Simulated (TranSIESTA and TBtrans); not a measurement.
System: C chain with one bond stretched by 1.0 Å. Leads: straight C chain, spacing 1.29 Å. Geometry: as built, not relaxed. Transport runs along z; the first 10 and the last 10 of the 32 atoms are the lead cells, repeated to infinity.

```xyz
32
Lattice="9.000 0.000 0.000 0.000 9.000 0.000 0.000 0.000 42.280" Properties=species:S:1:pos:R:3 pbc="F F T"
C      4.500     4.500     0.000
C      4.500     4.500     1.290
C      4.500     4.500     2.580
C      4.500     4.500     3.870
C      4.500     4.500     5.160
C      4.500     4.500     6.450
C      4.500     4.500     7.740
C      4.500     4.500     9.030
C      4.500     4.500    10.320
C      4.500     4.500    11.610
C      4.500     4.500    12.900
C      4.500     4.500    14.190
C      4.500     4.500    15.480
C      4.500     4.500    16.770
C      4.500     4.500    18.060
C      4.500     4.500    19.350
C      4.500     4.500    21.640
C      4.500     4.500    22.930
C      4.500     4.500    24.220
C      4.500     4.500    25.510
C      4.500     4.500    26.800
C      4.500     4.500    28.090
C      4.500     4.500    29.380
C      4.500     4.500    30.670
C      4.500     4.500    31.960
C      4.500     4.500    33.250
C      4.500     4.500    34.540
C      4.500     4.500    35.830
C      4.500     4.500    37.120
C      4.500     4.500    38.410
C      4.500     4.500    39.700
C      4.500     4.500    40.990
```

Computed with TranSIESTA and TBtrans, PBE, SZP numerical orbitals (energy shift 0.15 eV), PseudoDojo norm-conserving scalar-relativistic potentials, mesh cutoff 200 Ry, 300 K, no spin polarisation, no spin-orbit coupling; self-consistent non-equilibrium Green functions.

Energies count from the leads' Fermi level. Transmissions are for one spin of a degenerate pair. The energy step is 0.01 eV; narrower resonances are cut or missed.

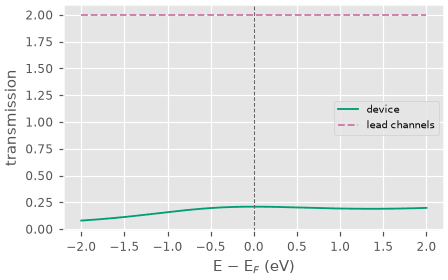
*Transmission against energy*

```
E (eV)      T  lead channels
------  -----  -------------
-2.00   0.079              2
-1.80   0.091              2
-1.60    0.10              2
-1.40    0.12              2
-1.20    0.14              2
-1.00    0.16              2
-0.80    0.18              2
-0.60    0.19              2
-0.40    0.20              2
-0.20    0.21              2
0.00     0.21              2
0.20     0.21              2
0.40     0.20              2
0.60     0.20              2
0.80     0.20              2
1.00     0.19              2
1.20     0.19              2
1.40     0.19              2
1.60     0.19              2
1.80     0.19              2
2.00     0.20              2
```

The straight chain is held at its spacing; free chains may zigzag or dimerise. No spin-polarised start was tried, so a magnetic state, if there is one, is missed.
